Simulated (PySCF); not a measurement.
# CH₄BrGeN: geometry, electronic excitations

Aim: predict the electronic excitations of CH₄BrGeN (`C=[N][GeH2][Br]`).

Computed with PySCF 2.14.0, with density-fitted response routines of our own, on a single molecule in the gas phase. Atoms are numbered from 0 throughout.

### 1 Starting geometry

8 atoms, charge 0, multiplicity 1; geometry from: GFN2-xTB. The atoms were then displaced at random by about 0.01 Å, so the start is not that level's minimum.

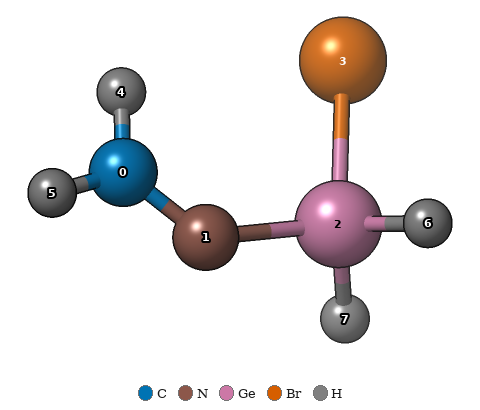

The starting geometry (carbon blue, nitrogen brown, germanium pink, bromine orange, hydrogen grey), atoms numbered.

### 2 Optimising the geometry at PBE0-D3(BJ)/def2-SVP

What the job is given:

```
{"job": {"xc": "PBE0", "basis": "def2-SVP", "d3": "d3bj", "grid": 1, "shake": 0.01, "kind": "geom"}, "charge": 0, "multiplicity": 1}
C      1.535960    -0.171780     0.456380
N      0.400110    -0.731010     0.432360
Ge    -1.209480    -0.133480    -0.226420
Br    -0.974890     1.976510    -1.100400
H      1.700730     0.852570     0.046490
H      2.367250    -0.652250     0.884480
H     -1.612550    -1.072910    -1.306220
H     -2.151990    -0.086800     0.916350
```

Command:

```
$ OMP_NUM_THREADS=1 python probes_run.py task.json out
```

One launch serves the whole session: the jobs run in the order shown.

**Question.** This job is followed by: TDDFT PBE0/def2-TZVPD, vertical, gas phase, core orbitals frozen in the response. What will the session give for the following? point group; rotational constants (main isotopes); lowest singlet (PBE0/def2-TZVPD); brightest single state of those computed; lowest triplet.

As calculated:

| quantity | value |
| --- | --- |
| point group | Cs |
| rotational constants (main isotopes) | 4.77, 1.66, 1.25 GHz |
| lowest singlet (PBE0/def2-TZVPD) | 4.33 eV (286 nm), f = 0.000 |
| brightest single state of those computed | state 8, 6.83 eV, f = 0.101 |
| lowest triplet | 3.68 eV |

The start of the PBE0/def2-SVP relaxation was shaken at random by about 0.01 Å, so part of the energy gained, and of the first lengths quoted, undoes that. The optimisation took 5 steps and gained 0.137 eV; among the close pairs (by a distance rule), C0–H5 changed most, from 1.051 to 1.106 Å. The first singlet state (HOMO→LUMO 0.99) lies at 4.33 eV and is dark; of the 10 states computed, the strongest absorption comes from state 8 at 6.83 eV. The lowest triplet lies 0.65 eV below the lowest singlet (triplets in Tamm-Dancoff, singlets in full TDDFT).
